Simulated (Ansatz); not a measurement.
# Cu+ with F−: superposition error and deformation, part 1 of 2

Aim: split the binding of a pair into the counterpoise interaction, the basis-set superposition error and the cost of deforming the fragments.

Computed with Ansatz 0.2.0, Gaussian basis. Level: PBE0-D4 structures, single points in def2-TZVPPD.

Levels: PBE-D4, revPBE-D4, BLYP-D4, r2SCAN-D4, B97M-V, PBE0-D4, B3LYP-D4, HSE06-D4, wB97X-V, wB97M-V, B2PLYP, Hartree-Fock, MP2, CCSD, CCSD(T).

Cores are frozen in the correlated methods. The 3s and 3p shells of Cu and Zn are frozen; filled d shells are correlated. B3LYP uses VWN-RPA correlation. B2PLYP carries no dispersion term here.

129 further runs of the same task are left out: 129 set aside as unsound or not needed.

### 1 The starting structure

The relaxed pair: 2 atoms, charge 0, spin multiplicity 1.

Atoms are counted from 1 here; the program's logs count them from 0.

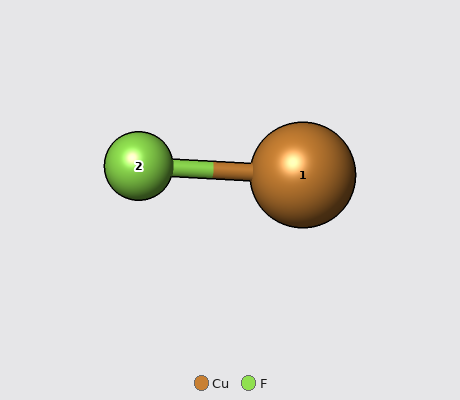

The starting geometry (copper orange, fluorine green); atoms are numbered from 1 in the order of the file.

As a file:

```mol
CuF
  3D, bonds by distance, orders not assigned

  2  1  0  0  0  0  0  0  0  0999 V2000
   -0.0000   -0.0000   -0.8824 Cu  0  0
    0.0000    0.0000    0.8824 F   0  0
  1  2  8  0
M  END
```

Atoms 1 to 1 are fragment A (Cu+), the rest fragment B (F−). From earlier runs, pair energy (eV) and counterpoise interaction (kcal/mol):

```
   method       E(pair)  interaction
   PBE-D4  -47349.88410      -203.99
revPBE-D4  -47355.49861      -198.92
  BLYP-D4  -47361.72112      -202.56
r2SCAN-D4  -47357.38582      -205.85
   B97M-V  -47348.63071      -205.20
  PBE0-D4  -47349.66267      -195.94
 B3LYP-D4  -47360.39285      -196.92
 HSE06-D4  -47349.48034      -195.85
  wB97X-V  -47353.63902      -193.48
  wB97M-V  -47355.91592      -193.18
   B2PLYP  -47350.10482      -193.95
      MP2  -47325.55466      -188.59
  CCSD(T)  -47324.40059      -187.24
```

First each fragment is run alone in its own basis, frozen in the shape it has in the pair (a, b).

### 2 PBE/def2-TZVPPD

a/in.yaml reads:

```yaml
crystal:
  periodic: [false, false, false]
  atoms:
    - {symbol: Cu, position_ang: [-0.000000, -0.000000, -0.882397]}
basis:
  gaussian: {orbitals: "def2-TZVPPD.json"}
total_charge: 1
hamiltonian: {xc: pbe}
```

b/in.yaml reads:

```yaml
crystal:
  periodic: [false, false, false]
  atoms:
    - {symbol: F, position_ang: [0.000000, 0.000000, 0.882397]}
basis:
  gaussian: {orbitals: "def2-TZVPPD.json"}
total_charge: -1
hamiltonian: {xc: pbe}
```

The basis file named in the input lies beside it (Basis Set Exchange, JSON).

The same command starts each run, in its folder.

On the command line:

```console
$ ansatz run in.yaml --threads 2 --pin off --events-out ev --progress --plain --max-ram 5222MiB
```

Output in a:

```text
Functional definition: PBE
  name "PBE"
  cite "Perdew, Burke & Ernzerhof, Phys. Rev. Lett. 77, 3865 (1996) doi:10.1103/PhysRevLett.77.3865"
  parent pbe
  parameter kappa = 0.804
  parameter beta = 0.06672455060314922
  exchange = pbe_x(kappa = kappa, mu = beta*pi^2/3)
  correlation = pbe_c(beta = beta)
509 factors; their error is unknown
mean field evaluation 1: about -44587.5239 eV, gradient 2.3e2 eV
mean field evaluation 2: about -43726.2109 eV, gradient 6.0e2 eV
mean field evaluation 4: about -44563.3416 eV, gradient 2.4e2 eV
mean field evaluation 8: about -44625.1923 eV, gradient 5.9e-2 eV
mean field evaluation 16: about -44625.1794 eV, gradient 5.9e-6 eV
mean field -44625.17940285 eV, -1639.9450950216 hartree, gradient 5.9e-6 eV, S^2 0.000000; 0 other end points of the search recorded, 0 dependent functions left out
reference -44625.17943509 eV, -1639.9450962065 hartree; 14, 14 occupied and 53, 53 virtual orbitals, 509 factors
Total energy: -44625.17943509 eV, -1639.9450962065 hartree
```

Log of b, shortened:

```text
[... 8 set-up lines as earlier in the session ...]
197 factors; their error is unknown
mean field evaluation 1: about -2573.6191 eV, gradient 2.3e2 eV
mean field evaluation 2: about -2598.2434 eV, gradient 3.1e2 eV
mean field evaluation 4: about -2715.3758 eV, gradient 1.6e1 eV
mean field evaluation 8: about -2715.8401 eV, gradient 9.7e-3 eV
mean field -2715.83983407 eV, -99.8052730397 hartree, gradient 1.3e-6 eV, S^2 0.000000; 0 other end points of the search recorded, 0 dependent functions left out
reference -2715.83985867 eV, -99.8052739436 hartree; 5, 5 occupied and 35, 35 virtual orbitals, 197 factors
Total energy: -2715.83985867 eV, -99.8052739436 hartree
```

They took 0.35 s (a), 0.1 s (b) on 2 threads of Intel Xeon 6975P-C, shared host.

### 3 r2SCAN/def2-TZVPPD

The same edit goes into each in.yaml of step 2 (a, b):

```diff
-hamiltonian: {xc: pbe}
+hamiltonian: {xc: r2scan}
```

One command serves all of them, each in its own folder.

On the command line:

```console
$ ansatz run in.yaml --threads 2 --pin off --events-out ev --progress --plain --max-ram 5222MiB
```

Log of a:

```text
Functional definition: r2SCAN
  name "r2SCAN"
  cite "Furness, Kaplan, Ning, Perdew & Sun, J. Phys. Chem. Lett. 11, 8208 (2020) doi:10.1021/acs.jpclett.0c02405"
  cite "Furness, Kaplan, Ning, Perdew & Sun, J. Phys. Chem. Lett. 11, 9248 (2020) doi:10.1021/acs.jpclett.0c03077"
  parent r2scan
  parameter k0 = 0.174
  parameter k1 = 0.065
  parameter a1 = 4.9479
  exchange = r2scan_x(k0 = k0, k1 = k1, a1 = a1)
  correlation = r2scan_c
509 factors; their error is unknown
mean field evaluation 1: about -44595.4998 eV, gradient 2.2e2 eV
mean field evaluation 2: about -43724.1590 eV, gradient 5.9e2 eV
mean field evaluation 4: about -44575.6420 eV, gradient 2.3e2 eV
mean field evaluation 8: about -44631.3915 eV, gradient 6.1e-2 eV
mean field -44631.38034290 eV, -1640.1729753656 hartree, gradient 2.1e-5 eV, S^2 0.000000; 0 other end points of the search recorded, 0 dependent functions left out
reference -44631.38035372 eV, -1640.1729757630 hartree; 14, 14 occupied and 53, 53 virtual orbitals, 509 factors
Total energy: -44631.38035372 eV, -1640.1729757630 hartree
```

b printed, shortened:

```text
[... 10 set-up lines as earlier in the session ...]
197 factors; their error is unknown
mean field evaluation 1: about -2630.6296 eV, gradient 2.0e2 eV
mean field evaluation 2: about -2634.9377 eV, gradient 2.6e2 eV
mean field evaluation 4: about -2717.0347 eV, gradient 3.9e0 eV
mean field evaluation 8: about -2717.0653 eV, gradient 6.5e-2 eV
mean field -2717.06526089 eV, -99.8503066449 hartree, gradient 2.3e-5 eV, S^2 0.000000; 0 other end points of the search recorded, 0 dependent functions left out
reference -2717.06526841 eV, -99.8503069210 hartree; 5, 5 occupied and 35, 35 virtual orbitals, 197 factors
Total energy: -2717.06526841 eV, -99.8503069210 hartree
```

Times: 0.6 s (a), 0.3 s (b) on 2 threads of Intel Xeon 6975P-C, shared host.

### 4 PBE0/def2-TZVPPD

The same edit goes into each in.yaml of step 3 (a, b):

```diff
-hamiltonian: {xc: r2scan}
+hamiltonian: {xc: pbe0}
+output: {orbitals: {seedname: orbitals}}
```

The same command starts each run, in its folder.

On the command line:

```console
$ ansatz run in.yaml --threads 2 --pin off --events-out ev --progress --plain --max-ram 5222MiB
```

Output in a:

```text
Functional definition: PBE0
  name "PBE0"
  cite "Adamo & Barone, J. Chem. Phys. 110, 6158 (1999) doi:10.1063/1.478522"
[... 2 set-up lines as earlier in the session ...]
  parameter a = 0.25
[... 2 set-up lines as earlier in the session ...]
  exchange = (1 - a)*pbe_x(kappa = kappa, mu = beta*pi^2/3) + a*exact_x
[... 1 set-up line as earlier in the session ...]
586 factors; their error is unknown
mean field evaluation 1: about -44592.9991 eV, gradient 2.1e2 eV
mean field evaluation 2: about -43775.2453 eV, gradient 6.2e2 eV
mean field evaluation 4: about -44623.0799 eV, gradient 5.7e1 eV
mean field evaluation 8: about -44625.5560 eV, gradient 6.2e-2 eV
mean field -44625.55602219 eV, -1639.9589355271 hartree, gradient 1.4e-5 eV, S^2 0.000000; 0 other end points of the search recorded, 0 dependent functions left out
reference -44625.55604622 eV, -1639.9589364102 hartree; 14, 14 occupied and 53, 53 virtual orbitals, 586 factors
Total energy: -44625.55604622 eV, -1639.9589364102 hartree
```

Log of b, shortened:

```text
[... 10 set-up lines as earlier in the session ...]
197 factors; their error is unknown
mean field evaluation 1: about -2667.0101 eV, gradient 1.6e2 eV
mean field evaluation 2: about -2658.9741 eV, gradient 2.2e2 eV
mean field evaluation 4: about -2715.5822 eV, gradient 1.3e0 eV
mean field evaluation 8: about -2715.5963 eV, gradient 3.0e-2 eV
mean field -2715.59628448 eV, -99.7963227574 hartree, gradient 3.1e-6 eV, S^2 0.000000; 0 other end points of the search recorded, 0 dependent functions left out
reference -2715.59630525 eV, -99.7963235207 hartree; 5, 5 occupied and 35, 35 virtual orbitals, 197 factors
Total energy: -2715.59630525 eV, -99.7963235207 hartree
```

They took 0.35 s (a), 0.1 s (b) on 2 threads of Intel Xeon 6975P-C, shared host.

### 5 B3LYP/def2-TZVPPD

The same edit goes into each in.yaml of step 4 (a, b):

```diff
-hamiltonian: {xc: pbe0}
-output: {orbitals: {seedname: orbitals}}
+hamiltonian: {xc: {name: B3LYP}}
```

The same command starts each run, in its folder.

On the command line:

```console
$ ansatz run in.yaml --threads 2 --pin off --events-out ev --progress --plain --max-ram 5222MiB
```

a printed:

```text
Functional definition: B3LYP
  name "B3LYP"
  cite "Stephens, Devlin, Chabalowski & Frisch, J. Phys. Chem. 98, 11623 (1994) doi:10.1021/j100096a001"
  cite "Becke, Phys. Rev. A 38, 3098 (1988) doi:10.1103/PhysRevA.38.3098"
  cite "Lee, Yang & Parr, Phys. Rev. B 37, 785 (1988) doi:10.1103/PhysRevB.37.785"
  cite "Vosko, Wilk & Nusair, Can. J. Phys. 58, 1200 (1980) doi:10.1139/p80-159"
  parameter a0 = 0.2
  parameter ax = 0.72
  parameter ac = 0.81
  exchange = (1 - a0 - ax)*slater_x + ax*b88_x + a0*exact_x
  correlation = (1 - ac)*vwn_rpa_c + ac*lyp_c
553 factors; their error is unknown
mean field evaluation 1: about -44599.6811 eV, gradient 2.2e2 eV
mean field evaluation 2: about -43787.9247 eV, gradient 6.2e2 eV
mean field evaluation 4: about -44629.9240 eV, gradient 6.7e1 eV
mean field evaluation 8: about -44633.3945 eV, gradient 5.3e-2 eV
mean field -44633.39454822 eV, -1640.2469960458 hartree, gradient 1.7e-5 eV, S^2 0.000000; 0 other end points of the search recorded, 0 dependent functions left out
reference -44633.39470768 eV, -1640.2470019057 hartree; 14, 14 occupied and 53, 53 virtual orbitals, 553 factors
Total energy: -44633.39470768 eV, -1640.2470019057 hartree
```

Output in b, shortened:

```text
[... 11 set-up lines as earlier in the session ...]
197 factors; their error is unknown
mean field evaluation 1: about -2651.4952 eV, gradient 1.9e2 eV
mean field evaluation 2: about -2645.6041 eV, gradient 2.5e2 eV
mean field evaluation 4: about -2718.4265 eV, gradient 1.7e0 eV
mean field evaluation 8: about -2718.4440 eV, gradient 3.0e-2 eV
mean field -2718.44401319 eV, -99.9009748573 hartree, gradient 2.6e-6 eV, S^2 0.000000; 0 other end points of the search recorded, 0 dependent functions left out
reference -2718.44417513 eV, -99.9009808085 hartree; 5, 5 occupied and 35, 35 virtual orbitals, 197 factors
Total energy: -2718.44417513 eV, -99.9009808085 hartree
```

They took 0.4 s (a), 0.1 s (b) on 2 threads of Intel Xeon 6975P-C, shared host.

### 6 wB97X-V/def2-TZVPPD

Each input of step 5 (a, b) changes in the same lines:

```diff
-hamiltonian: {xc: {name: B3LYP}}
+hamiltonian: {xc: {name: wB97X-V}}
```

Each run has its own folder and the same command.

On the command line:

```console
$ ansatz run in.yaml --threads 2 --pin off --events-out ev --progress --plain --max-ram 5222MiB
```

Output in a, shortened:

```text
Functional definition: wB97X-V
  name "wB97X-V"
  cite "Mardirossian & Head-Gordon, Phys. Chem. Chem. Phys. 16, 9904 (2014) doi:10.1039/C3CP54374A"
  cite "Becke, J. Chem. Phys. 107, 8554 (1997) doi:10.1063/1.475007"
  cite "Vydrov & Van Voorhis, J. Chem. Phys. 133, 244103 (2010) doi:10.1063/1.3521275"
[...]
      + integral(e_c_pw_opposite_spin*poly(b97_u_opposite, cos0, cos1)) + vv10(b, c)
553 factors; their error is unknown
76 factors; integrals over basis functions are off by at most 9.5e-5 eV
[...]
mean field -44627.92849578 eV, -1640.0461223234 hartree, gradient 1.9e-6 eV, S^2 0.000000; 0 other end points of the search recorded, 0 dependent functions left out
reference -44627.92849419 eV, -1640.0461222651 hartree; 14, 14 occupied and 53, 53 virtual orbitals, 553 factors
Total energy: -44627.92849419 eV, -1640.0461222651 hartree
```

Log of b, shortened:

```text
[... 5 set-up lines as earlier in the session ...]
[...]
      + integral(e_c_pw_opposite_spin*poly(b97_u_opposite, cos0, cos1)) + vv10(b, c)
197 factors; their error is unknown
52 factors; integrals over basis functions are off by at most 4.8e-5 eV
[...]
mean field -2717.30775250 eV, -99.8592180471 hartree, gradient 5.3e-5 eV, S^2 0.000000; 0 other end points of the search recorded, 0 dependent functions left out
reference -2717.30775130 eV, -99.8592180030 hartree; 5, 5 occupied and 35, 35 virtual orbitals, 197 factors
Total energy: -2717.30775130 eV, -99.8592180030 hartree
```

Wall times: 0.75 s (a), 0.2 s (b) on 2 threads of Intel Xeon 6975P-C, shared host.

### 7 wB97M-V/def2-TZVPPD

The same edit goes into each in.yaml of step 6 (a, b):

```diff
-hamiltonian: {xc: {name: wB97X-V}}
+hamiltonian: {xc: {name: wB97M-V}}
```

Each run has its own folder and the same command.

On the command line:

```console
$ ansatz run in.yaml --threads 2 --pin off --events-out ev --progress --plain --max-ram 5222MiB
```

Log of a, shortened:

```text
Functional definition: wB97M-V
  name "wB97M-V"
  cite "Mardirossian & Head-Gordon, J. Chem. Phys. 144, 214110 (2016) doi:10.1063/1.4952647"
[... 2 set-up lines as earlier in the session ...]
  # Of w^i u^j: cxij and so on, Table III.
[...]
  gx(w, u) = 1 - cx + cx01*u + cx10*w
  gss(w, u) = css00 + css04*u^4 + css10*w + css20*w^2 + css43*w^4*u^3
  gos(w, u) = cos00 + cos10*w + (cos20 + cos21*u)*w^2 + (cos60 + cos61*u)*w^6
[...]
      + integral(e_c_pw_mod_opposite_spin*gos(b97_w_opposite, b97_u_opposite)) + vv10(b, c)
553 factors; their error is unknown
76 factors; integrals over basis functions are off by at most 9.5e-5 eV
[...]
mean field -44629.92506603 eV, -1640.1194949268 hartree, gradient 5.5e-5 eV, S^2 0.000000; 0 other end points of the search recorded, 0 dependent functions left out
reference -44629.92510447 eV, -1640.1194963396 hartree; 14, 14 occupied and 53, 53 virtual orbitals, 553 factors
Total energy: -44629.92510447 eV, -1640.1194963396 hartree
```

b printed, shortened:

```text
[... 5 set-up lines as earlier in the session ...]
  # Of w^i u^j: cxij and so on, Table III.
[...]
  gx(w, u) = 1 - cx + cx01*u + cx10*w
  gss(w, u) = css00 + css04*u^4 + css10*w + css20*w^2 + css43*w^4*u^3
  gos(w, u) = cos00 + cos10*w + (cos20 + cos21*u)*w^2 + (cos60 + cos61*u)*w^6
[...]
      + integral(e_c_pw_mod_opposite_spin*gos(b97_w_opposite, b97_u_opposite)) + vv10(b, c)
197 factors; their error is unknown
52 factors; integrals over basis functions are off by at most 4.8e-5 eV
[...]
mean field -2717.60186938 eV, -99.8700266432 hartree, gradient 1.8e-5 eV, S^2 0.000000; 0 other end points of the search recorded, 0 dependent functions left out
reference -2717.60189901 eV, -99.8700277317 hartree; 5, 5 occupied and 35, 35 virtual orbitals, 197 factors
Total energy: -2717.60189901 eV, -99.8700277317 hartree
```

They took 1.2 s (a), 0.25 s (b) on 2 threads of Intel Xeon 6975P-C, shared host.

### 8 B2PLYP/def2-TZVPPD

Edit a/in.yaml of step 7 so:

```diff
@@ -7,2 +7,3 @@
 total_charge: 1
-hamiltonian: {xc: {name: wB97M-V}}
+hamiltonian: {xc: {name: B2PLYP}}
+correlation: {frozen_orbitals: {Cu: 9}}
```

Edit b/in.yaml of step 7 so:

```diff
@@ -7,2 +7,2 @@
 total_charge: -1
-hamiltonian: {xc: {name: wB97M-V}}
+hamiltonian: {xc: {name: B2PLYP}}
```

Each run has its own folder and the same command.

On the command line:

```console
$ ansatz run in.yaml --threads 2 --pin off --events-out ev --progress --plain --max-ram 5222MiB
```

a printed, shortened:

```text
Functional definition: B2PLYP
  name "B2PLYP"
  cite "Grimme, J. Chem. Phys. 124, 034108 (2006) doi:10.1063/1.2148954"
[... 2 set-up lines as earlier in the session ...]
[...]
466 factors; integrals over basis functions are off by at most 1.4e-4 eV
[...]
mean field -44620.83074562 eV, -1639.7852848161 hartree, gradient 3.5e-6 eV, S^2 0.000000; 0 other end points of the search recorded, 0 dependent functions left out
9 core orbitals not correlated: weight in the atoms' cores, before any rotation towards them, 1.000 or more for the frozen orbitals, at most 0.000 for the correlated occupied ones
reference -44620.83084023 eV, -1639.7852882931 hartree; 5, 5 occupied and 53, 53 virtual orbitals, 466 factors
second order -14.37753326 eV of doubles, -0.00000000 eV of singles
Total energy: -44624.71277421 eV, -1639.9279467357 hartree
```

b printed, shortened:

```text
[... 5 set-up lines as earlier in the session ...]
[...]
257 factors; integrals over basis functions are off by at most 1.5e-4 eV
[...]
mean field -2714.40500266 eV, -99.7525439580 hartree, gradient 9.1e-6 eV, S^2 0.000000; 0 other end points of the search recorded, 0 dependent functions left out
1 core orbitals not correlated: weight in the atoms' cores, before any rotation towards them, 1.000 or more for the frozen orbitals, at most 0.000 for the correlated occupied ones
reference -2714.40510179 eV, -99.7525476009 hartree; 4, 4 occupied and 35, 35 virtual orbitals, 257 factors
second order -9.42534965 eV of doubles, -0.00000000 eV of singles
Total energy: -2716.94994619 eV, -99.8460689078 hartree
```

Wall times: 0.75 s (a), 0.15 s (b) on 2 threads of Intel Xeon 6975P-C, shared host.

### 9 BLYP/def2-TZVPPD

Edit a/in.yaml of step 8 so:

```diff
@@ -7,3 +7,2 @@
 total_charge: 1
-hamiltonian: {xc: {name: B2PLYP}}
-correlation: {frozen_orbitals: {Cu: 9}}
+hamiltonian: {xc: {name: BLYP}}
```

Edit b/in.yaml of step 8 so:

```diff
@@ -7,2 +7,2 @@
 total_charge: -1
-hamiltonian: {xc: {name: B2PLYP}}
+hamiltonian: {xc: {name: BLYP}}
```

Each run has its own folder and the same command.

On the command line:

```console
$ ansatz run in.yaml --threads 2 --pin off --events-out ev --progress --plain --max-ram 5222MiB
```

Output in a, shortened:

```text
Functional definition: BLYP
  name "BLYP"
[... 2 set-up lines as earlier in the session ...]
  parameter beta = 0.0042
  parameter a = 0.04918
  parameter b = 0.132
  parameter c = 0.2533
  parameter d = 0.349
  exchange = b88_x(beta = beta)
  correlation = lyp_c(a = a, b = b, c = c, d = d)
509 factors; their error is unknown
mean field evaluation 1: about -44596.6964 eV, gradient 2.3e2 eV
mean field evaluation 2: about -43741.6504 eV, gradient 6.0e2 eV
mean field evaluation 4: about -44571.0797 eV, gradient 2.5e2 eV
mean field evaluation 8: about -44634.5739 eV, gradient 1.4e-1 eV
mean field -44634.56097914 eV, -1640.2898615914 hartree, gradient 5.2e-5 eV, S^2 0.000000; 0 other end points of the search recorded, 0 dependent functions left out
reference -44634.56119850 eV, -1640.2898696525 hartree; 14, 14 occupied and 53, 53 virtual orbitals, 509 factors
Total energy: -44634.56119850 eV, -1640.2898696525 hartree
```

Output in b, shortened:

```text
[... 11 set-up lines as earlier in the session ...]
197 factors; their error is unknown
mean field evaluation 1: about -2568.5615 eV, gradient 2.3e2 eV
mean field evaluation 2: about -2596.0524 eV, gradient 3.2e2 eV
mean field evaluation 4: about -2717.8132 eV, gradient 1.8e1 eV
mean field evaluation 8: about -2718.3568 eV, gradient 1.2e-2 eV
mean field -2718.35642045 eV, -99.8977558835 hartree, gradient 9.0e-6 eV, S^2 0.000000; 0 other end points of the search recorded, 0 dependent functions left out
reference -2718.35661290 eV, -99.8977629558 hartree; 5, 5 occupied and 35, 35 virtual orbitals, 197 factors
Total energy: -2718.35661290 eV, -99.8977629558 hartree
```

They took 0.35 s (a), 0.1 s (b) on 2 threads of Intel Xeon 6975P-C, shared host.

### 10 revPBE/def2-TZVPPD

Each input of step 9 (a, b) changes in the same lines:

```diff
-hamiltonian: {xc: {name: BLYP}}
+hamiltonian: {xc: {name: revPBE}}
```

Each run has its own folder and the same command.

On the command line:

```console
$ ansatz run in.yaml --threads 2 --pin off --events-out ev --progress --plain --max-ram 5222MiB
```

Log of a, shortened:

```text
Functional definition: revPBE
  name "revPBE"
  cite "Zhang & Yang, Phys. Rev. Lett. 80, 890 (1998) doi:10.1103/PhysRevLett.80.890"
[... 1 set-up line as earlier in the session ...]
  parameter kappa = 1.245
[... 3 set-up lines as earlier in the session ...]
509 factors; their error is unknown
mean field evaluation 1: about -44591.6660 eV, gradient 2.3e2 eV
mean field evaluation 2: about -43744.5479 eV, gradient 6.3e2 eV
mean field evaluation 4: about -44577.4865 eV, gradient 2.1e2 eV
mean field evaluation 8: about -44629.3492 eV, gradient 2.9e-2 eV
mean field -44629.33632625 eV, -1640.0978591391 hartree, gradient 3.9e-5 eV, S^2 0.000000; 0 other end points of the search recorded, 0 dependent functions left out
reference -44629.33636609 eV, -1640.0978606030 hartree; 14, 14 occupied and 53, 53 virtual orbitals, 509 factors
Total energy: -44629.33636609 eV, -1640.0978606030 hartree
```

Log of b, shortened:

```text
[... 8 set-up lines as earlier in the session ...]
197 factors; their error is unknown
mean field evaluation 1: about -2567.9166 eV, gradient 2.3e2 eV
mean field evaluation 2: about -2599.1865 eV, gradient 3.2e2 eV
mean field evaluation 4: about -2716.9252 eV, gradient 1.8e1 eV
mean field evaluation 8: about -2717.5161 eV, gradient 1.3e-2 eV
mean field -2717.51582913 eV, -99.8668647222 hartree, gradient 2.8e-5 eV, S^2 0.000000; 0 other end points of the search recorded, 0 dependent functions left out
reference -2717.51585948 eV, -99.8668658373 hartree; 5, 5 occupied and 35, 35 virtual orbitals, 197 factors
Total energy: -2717.51585948 eV, -99.8668658373 hartree
```

Wall times: 0.3 s (a), 0.1 s (b) on 2 threads of Intel Xeon 6975P-C, shared host.

(Continued in part 2 of 2.)
